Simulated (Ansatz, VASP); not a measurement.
# BiN: VASP beside Ansatz, part 2 of 2

One calculation is typed for both programs; each brings its own data sets. How far apart do they land? The cell is invented: As first built, before any earlier steps moved the atoms (in the runner's words): it takes the GaN structure with some of its atoms replaced by other elements, volume scaled by an estimate. It may not be a known or stable phase. The cell is taken from a series of VASP runs on this material, whose earlier steps may have relaxed, scaled or displaced it; both programs get it as it stands. Valence electrons are named where the data sets of a main pair hold unlike numbers.

VASP 6.6.1 and Ansatz 0.2.0.

So far: The structure; Ansatz: band structure, HSE06, spin-orbit coupling.

## Step 3: VASP: band structure, HSE06, spin-orbit coupling

Level of this step: HSE06, spin-orbit coupling; plane waves and PAW (Bi_d, N); invented cell (VASP).

The same cell, functional, mesh and smearing now go to VASP, with its own data sets.

Lines of VASP's logs that name or quote its potential files are left out, and so is its time.

The run reads the wave functions of an earlier VASP run, which isn't shown here.

INCAR

```
SYSTEM = BiN
PREC = Accurate
ENCUT = 520
EDIFF = 1E-06
NELM = 100
ISMEAR = 0
SIGMA = 0.02
LREAL = .FALSE.
ALGO = Normal
LHFCALC = .TRUE.
AEXX = 0.25
GGA = PE
HFSCREEN = 0.2
LASPH = .TRUE.
LNONCOLLINEAR = .TRUE.
MAGMOM = 0 0 0 0 0 0
NBANDS = 32
GGA_COMPAT = .FALSE.
LSORBIT = .TRUE.
PRECFOCK = Fast
LORBIT = 11
LWAVE = .FALSE.
LCHARG = .FALSE.
KPAR = 4
```

POSCAR

```
BiN
1.0
    0.0000000000      2.7780454068      2.7780454068
    2.7780454068      0.0000000000      2.7780454068
    2.7780454068      2.7780454068      0.0000000000
Bi N
1 1
Direct
    0.0000000000      0.0000000000      0.0000000000
    0.2500000000      0.2500000000      0.2500000000
```

KPOINTS

```
Automatic mesh
0
Gamma
4 4 4
0 0 0
```

KPOINTS_OPT

```
Line mode
6
Line-mode
Reciprocal
  0.00000000   0.00000000   0.00000000 GAMMA
  0.50000000   0.00000000   0.50000000 X

  0.50000000   0.00000000   0.50000000 X
  0.50000000   0.25000000   0.75000000 W

  0.50000000   0.25000000   0.75000000 W
  0.37500000   0.37500000   0.75000000 K

  0.37500000   0.37500000   0.75000000 K
  0.00000000   0.00000000   0.00000000 GAMMA

  0.00000000   0.00000000   0.00000000 GAMMA
  0.50000000   0.50000000   0.50000000 L

  0.50000000   0.50000000   0.50000000 L
  0.62500000   0.25000000   0.62500000 U

  0.62500000   0.25000000   0.62500000 U
  0.50000000   0.25000000   0.75000000 W

  0.50000000   0.25000000   0.75000000 W
  0.50000000   0.50000000   0.50000000 L

  0.50000000   0.50000000   0.50000000 L
  0.37500000   0.37500000   0.75000000 K

  0.62500000   0.25000000   0.62500000 U
  0.50000000   0.00000000   0.50000000 X
```

The projector-augmented-wave data sets are Bi_d and N (PBE family, release 64).

On the command line:

```console
$ mpirun -np 4 vasp_ncl
```

Numbers of over 12 decimals in the logs are rounded to 6 here.

What it wrote:

```text
[banner, memory and clock lines left out]
running    4 mpi-ranks, on    1 nodes
 distrk:  each k-point on    1 cores,    4 groups
 distr:  one band on    1 cores,    1 groups

 POSCAR found type information on POSCAR BiN
 POSCAR found :  2 types and       2 ions
 LDA part: xc-table for (Slater+PW92), standard interpolation
 found WAVECAR, reading the header
 POSCAR, INCAR and KPOINTS ok, starting setup
 FFT: planning ... GRIDC
 FFT: planning ... GRID_SOFT
 FFT: planning ... GRID
 reading WAVECAR
 the WAVECAR file was read successfully
 initial charge from wavefunction
 entering main loop
       N       E                     dE             d eps       ncg     rms          rms(c)
DAV:   1    -0.133435224452E+02   -0.13344E+02   -0.48905E-01   728   0.712E+00    0.493E-01
DAV:   2    -0.133531905888E+02   -0.96681E-02   -0.41909E-02   768   0.140E+00    0.321E-01
DAV:   3    -0.133524718296E+02    0.71876E-03   -0.24527E-03   984   0.380E-01    0.191E-01
DAV:   4    -0.133522895585E+02    0.18227E-03   -0.36048E-04   832   0.137E-01    0.113E-01
DAV:   5    -0.133522168138E+02    0.72745E-04   -0.10694E-04   864   0.793E-02    0.613E-02
DAV:   6    -0.133522028290E+02    0.13985E-04   -0.32839E-05   760   0.396E-02    0.353E-02
DAV:   7    -0.133521998930E+02    0.29360E-05   -0.89474E-06   808   0.228E-02    0.219E-02
DAV:   8    -0.133522012247E+02   -0.13317E-05   -0.33754E-06   664   0.153E-02    0.134E-02
DAV:   9    -0.133522023829E+02   -0.11582E-05   -0.10657E-06   624   0.891E-03    0.816E-03
DAV:  10    -0.133522033245E+02   -0.94157E-06   -0.30766E-07   416   0.567E-03
   1 F= -.13352203E+02 E0= -.13352203E+02  d E =-.179045E-16  mag=     0.0000     0.0000     0.0000
 Start KPOINTS_OPT (optional k-point list driver)
k-point batch [1-10\60]
       N       E                     dE             ncg
DAV:   1     0.494720817535E+03   -0.40897E+04      656
DAV:   2    -0.172417437562E+04   -0.22189E+04      648
DAV:   3    -0.200437786260E+04   -0.28020E+03      760
DAV:   4    -0.202036377477E+04   -0.15986E+02      728
DAV:   5    -0.202096965823E+04   -0.60588E+00     1008
DAV:   6    -0.202097935538E+04   -0.96972E-02      872
DAV:   7    -0.202097958302E+04   -0.22764E-03     1016
DAV:   8    -0.202097958636E+04   -0.33413E-05      816
DAV:   9    -0.202097958643E+04   -0.70307E-07      560
[...]
k-point batch [51-60\60]
       N       E                     dE             ncg
DAV:   1     0.490817710320E+03   -0.64852E+04      648
DAV:   2    -0.174356531312E+04   -0.22344E+04      648
DAV:   3    -0.203131044308E+04   -0.28775E+03      752
DAV:   4    -0.204814514447E+04   -0.16835E+02      744
DAV:   5    -0.204875498055E+04   -0.60984E+00     1016
DAV:   6    -0.204876585160E+04   -0.10871E-01      864
DAV:   7    -0.204876604447E+04   -0.19286E-03     1008
DAV:   8    -0.204876604781E+04   -0.33413E-05      784
DAV:   9    -0.204876604789E+04   -0.76865E-07      544
```

From OUTCAR (step 3):

```text
ion  position               nearest neighbor table
   1  0.000  0.000  0.000-   2 2.41   2 2.41   2 2.41   2 2.41
   2  0.250  0.250  0.250-   1 2.41   1 2.41   1 2.41   1 2.41

  LATTYP: Found a face centered cubic cell.
 ALAT       =     5.5560908136

 Subroutine GETGRP returns: Found 24 space group operations
 (whereof 24 operations were pure point group operations)

The static configuration has the point symmetry T_d .

 Found     10 irreducible k-points:

   k-points           NKPTS =     10   k-points in BZ     NKDIM =     64   number of bands    NBANDS=     32

   dimension x,y,z NGX =    30 NGY =   30 NGZ =   30
   dimension x,y,z NGXF=    60 NGYF=   60 NGZF=   60

   ENCUT  =  520.0 eV  38.22 Ry    6.18 a.u.   7.30  7.30  7.30*2*pi/ulx,y,z

   NELECT =      20.0000    total number of electrons

 k-points in reciprocal lattice and weights: Automatic mesh
   0.00000000  0.00000000  0.00000000       0.016
   0.25000000  0.00000000  0.00000000       0.062
  -0.25000000  0.00000000  0.00000000       0.062
   0.50000000  0.00000000  0.00000000       0.062
   0.25000000  0.25000000  0.00000000       0.094
   0.50000000  0.25000000  0.00000000       0.188
   0.50000000 -0.25000000  0.00000000       0.188
  -0.25000000  0.25000000  0.00000000       0.188
   0.50000000  0.50000000  0.00000000       0.047
  -0.25000000  0.50000000  0.25000000       0.094

  exchange ACFDT corr.  =         0.00000000  see jH, gK, PRB 81, 115126

 average (electrostatic) potential at core
       1 -98.7896       2 -57.5877

 E-fermi :   6.3346

 k-point     1 :       0.0000    0.0000    0.0000
  band No.  band energies     occupation
    ...
     16       3.1058      1.00000
     17       3.6029      1.00000
     18       3.6029      1.00000
     19       3.6029      1.00000
     20       3.6029      1.00000
     21       7.7821      0.00000
     22       7.7821      0.00000
     23      10.3382      0.00000
     24      10.3382      0.00000
     25      10.3382      0.00000
    ...

 k-point     2 :       0.2500    0.0000    0.0000
  band No.  band energies     occupation
    ...
     16       2.5902      1.00000
     17       3.1601      1.00000
     18       3.1793      1.00000
     19       3.2798      1.00000
     20       3.2798      1.00000
     21       8.2619      0.00000
     22       8.2619      0.00000
     23       9.6385      0.00000
     24       9.6385      0.00000
     25      10.7860      0.00000
    ...

 k-point     3 :      -0.2500    0.0000    0.0000
  band No.  band energies     occupation
    ...
     16       2.5902      1.00000
     17       3.1601      1.00000
     18       3.1793      1.00000
     19       3.2798      1.00000
     20       3.2798      1.00000
     21       8.2619      0.00000
     22       8.2619      0.00000
     23       9.6385      0.00000
     24       9.6385      0.00000
     25      10.7860      0.00000
    ...

  energy-cutoff  :      520.00
  volume of cell :       42.88
      direct lattice vectors                 reciprocal lattice vectors
     0.000000000  2.778045407  2.778045407    -0.179982659  0.179982659  0.179982659
     2.778045407  0.000000000  2.778045407     0.179982659 -0.179982659  0.179982659
     2.778045407  2.778045407  0.000000000     0.179982659  0.179982659 -0.179982659

 POSITION                                       TOTAL-FORCE (eV/Angst)
 -----------------------------------------------------------------------------------
      0.00000      0.00000      0.00000         0.000000      0.000000      0.000000
      1.38902      1.38902      1.38902        -0.000000     -0.000000     -0.000000
 -----------------------------------------------------------------------------------
    total drift:                                0.000003      0.000001     -0.000000

  FREE ENERGIE OF THE ION-ELECTRON SYSTEM (eV)
  ---------------------------------------------------
  free  energy   TOTEN  =       -13.3522033245 eV

  energy  without entropy=      -13.3522033245  energy(sigma->0) =      -13.35220332

 Spin-Orbit-Coupling matrix elements
 Ion:    1  E_soc:     -1.1574992
 Ion:    2  E_soc:     -0.0021015

 total charge
# of ion       s       p       d       tot
------------------------------------------
    1        1.644   1.067   9.978  12.689
    2        1.333   2.208   0.000   3.541
--------------------------------------------------
tot          2.977   3.275   9.978  16.230

 magnetization (x)
# of ion       s       p       d       tot
------------------------------------------
    1        0.000   0.000  -0.000   0.000
    2       -0.000  -0.000   0.000  -0.000
--------------------------------------------------
tot         -0.000  -0.000  -0.000  -0.000

 magnetization (y)
# of ion       s       p       d       tot
------------------------------------------
    1        0.000  -0.000  -0.000  -0.000
    2        0.000   0.000   0.000   0.000
--------------------------------------------------
tot          0.000  -0.000  -0.000  -0.000

 magnetization (z)
# of ion       s       p       d       tot
------------------------------------------
    1       -0.000   0.000   0.000  -0.000
    2       -0.000  -0.000   0.000  -0.000
--------------------------------------------------
tot         -0.000  -0.000   0.000  -0.000

[... 3 further parts left out ...]
```

The k-mesh is coarse for a metal.

## Step 4: Side by side

Known differences besides the potentials themselves: spin-orbit coupling enters by fully relativistic files in Ansatz and inside the spheres in VASP; exact exchange at q = 0 is treated differently, which shows on coarse meshes; VASP keeps PBE cores, Ansatz makes them for the functional; the cutoff is 420 eV in Ansatz and 520 eV in VASP; VASP takes a coarser grid for exact exchange (PRECFOCK = Fast). Total energies have different zeros and are not compared.

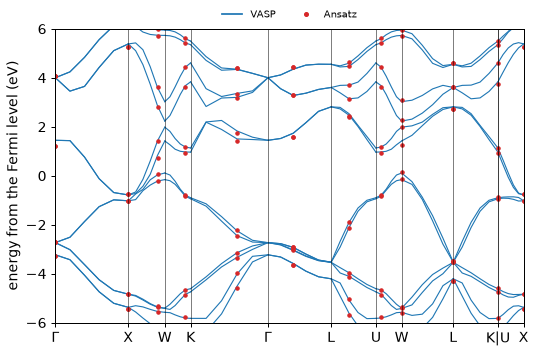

Bands from VASP (lines) and levels from Ansatz (dots). Dots without a line are higher empty bands that the VASP plot leaves out.

Levels from 3 eV below to 2 eV above the Fermi level differ by 70 meV r.m.s. and 232 meV at most; each VASP level is matched to the nearest of Ansatz, which flatters the figure a little.

## Step 5: Outcome

| Property | Result |
| --- | --- |
| r.m.s. difference of levels near the Fermi level (band structure, HSE06, spin-orbit coupling) | 70 meV |

**Reading.** The r.m.s. difference of levels near the Fermi level is 70 meV (band structure, HSE06, spin-orbit coupling), within the 80 meV picked in this series as the mark of a large difference. Such differences can come from data sets, numerical settings and the points named under the comparisons, not from the functional's error against experiment.

[Lines on the potential files, build, host, timing and source positions are cut from VASP's logs without a mark.]

[Logs are printed without paths, hosts, clocks, repeated set-up lines and the standing remarks that a program may print on its own settings, such as how far it seeks lower states.]

[Hosts, paths, dates, database ids (printed as entryN), source tags and the programs' standing remarks are cut or masked in the printed files.]
